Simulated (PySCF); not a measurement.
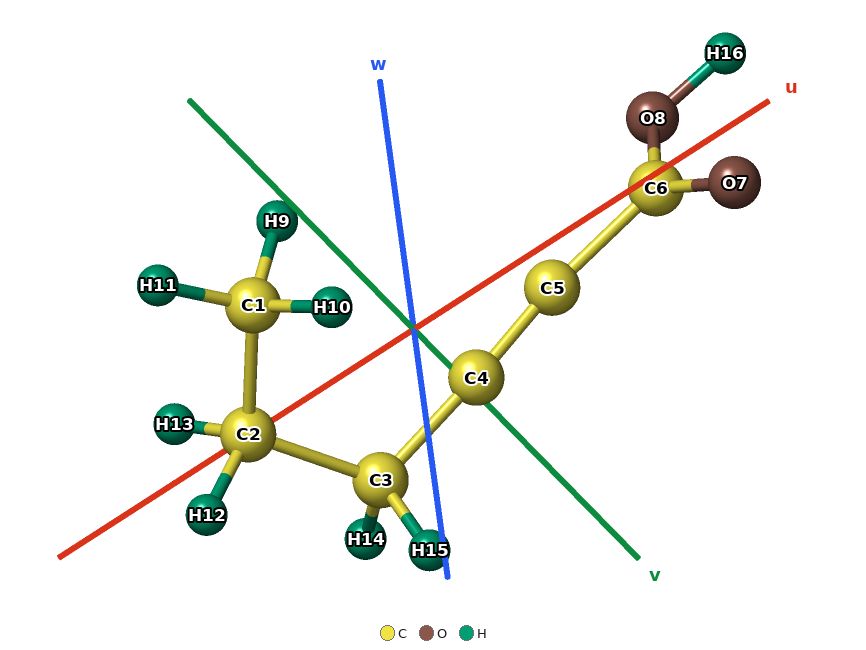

The lines u, v and w are the principal axes of the g tensor. Charge +1, doublet. Computed geometry: GFN2-xTB optimisation. No frequency run is at hand to confirm it as a minimum. Properties computed with UKS B3LYP, pcH-1 on C H O, non-relativistic, mean-field spin-orbit, GIAO (PySCF 2.14.0).

Along which axis does g lie farthest from the free-electron value?

Answer. Along u: the shift is 10909 ppm.

Give the principal values and shifts.

| axis | g | shift (ppm) |
| --- | --- | --- |
| u | 2.01323 | 10909 |
| v | 2.00434 | 2025 |
| w | 2.00357 | 1248 |
